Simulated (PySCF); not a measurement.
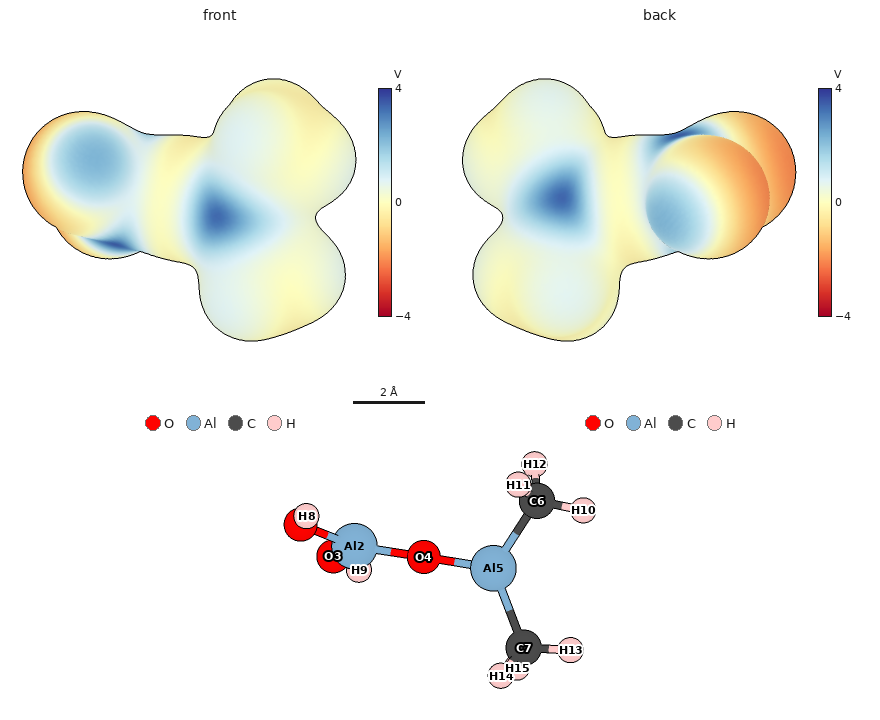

The picture shows: C2H8Al2O3. The molecular electrostatic potential painted on the density surface at 0.002 e/bohr³, seen from the front and from behind; red is negative and blue positive. The bare structure is drawn below in the same view.

Geometry: PBE0-D3(BJ)/def2-SVP.

Level of theory: PBE0/pcSseg-1, SCF density, gas phase, non-relativistic in PySCF.

Input file:

```
{"job": {"kind": "nmr", "xc": "PBE0", "basis": "pcSseg-1"}, "charge": 0, "multiplicity": 1}
O      0.112058     2.347320     2.864646
Al    -0.704378     1.934965     1.436665
O     -2.031595     2.924244     1.066547
O     -0.234396     0.641468     0.455237
Al     0.240591    -0.676695    -0.517823
C      1.982216    -0.570551    -1.395428
C     -0.984792    -2.190969    -0.661592
H      0.892444     1.896481     3.185969
H     -2.598103     2.789459     0.307103
H      2.152050    -1.384289    -2.117960
H      2.794971    -0.617223    -0.649621
H      2.106118     0.387783    -1.927022
H     -0.664080    -2.931451    -1.411247
H     -1.071403    -2.716844     0.305188
H     -2.003163    -1.859205    -0.925360
```

Launched as:

```sh
OMP_NUM_THREADS=1 python cluster_run.py task.json out
```

### Describe the electrostatic potential map.

The most negative region (about −2.0 V, or −46 kcal/mol for a unit charge) lies over O1 and O3, the most positive (about +3.3 V, or +76 kcal/mol for a unit charge) over Al2 and Al5.

### What dipole moment does the calculation give?

Its dipole moment is 2.98 D.
